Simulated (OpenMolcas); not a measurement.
How basis sets differ on CSeO (carbonyl selenide)

The species is CSeO (3 atoms), meant as a singlet with charge 0. As SMILES, `O=C=[Se]`. The shape is that of a PBE0-D4/def2-TZVP optimisation.

```xyz
3

O    -0.8200    0.9949   -0.3465
C    -0.1141    0.1385   -0.0482
Se    0.9341   -1.1334    0.3947
```

Each level gives the dipole moment (D). The values are calculated.

Measured value to compare with: NIST CCCBDB gives the dipole moment of the gas as 0.75 D.

```json
{"level": "PBE0/def2-SVP", "kind": "global hybrid", "program": "OpenMolcas", "value (D)": "0.65", "computed − measured": "-0.10", "CPU time": "3.1 s"}
{"level": "PBE0/def2-SVPD", "kind": "global hybrid", "program": "OpenMolcas", "value (D)": "0.81", "computed − measured": "+0.06", "CPU time": "6.4 s"}
{"level": "PBE0/def2-TZVP", "kind": "global hybrid", "program": "OpenMolcas", "value (D)": "0.72", "computed − measured": "-0.03", "CPU time": "27 s"}
{"level": "PBE0/def2-TZVPPD", "kind": "global hybrid", "program": "OpenMolcas", "value (D)": "0.75", "computed − measured": "0.00", "CPU time": "25 s"}
{"level": "PBE0/def2-QZVPPD (RICD fitting)", "kind": "global hybrid", "program": "OpenMolcas", "value (D)": "0.76", "computed − measured": "+0.01", "CPU time": "61 s"}
```

Nearest: PBE0/def2-TZVPPD (0.00 D); farthest: PBE0/def2-SVP (-0.10 D). The measured dipole is a vibrational average, so differences of a few hundredths of a debye mean little. All-electron rows without a relativistic Hamiltonian named are non-relativistic. Magnitudes only: a small dipole may point the other way at some levels. Times are those of the runs behind each value, whatever else they computed, on shared processors of several kinds: orders of magnitude only.

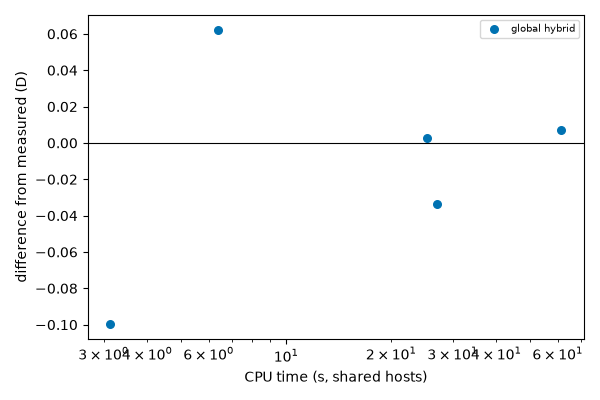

Difference from the measured value against processor time, one point a level.
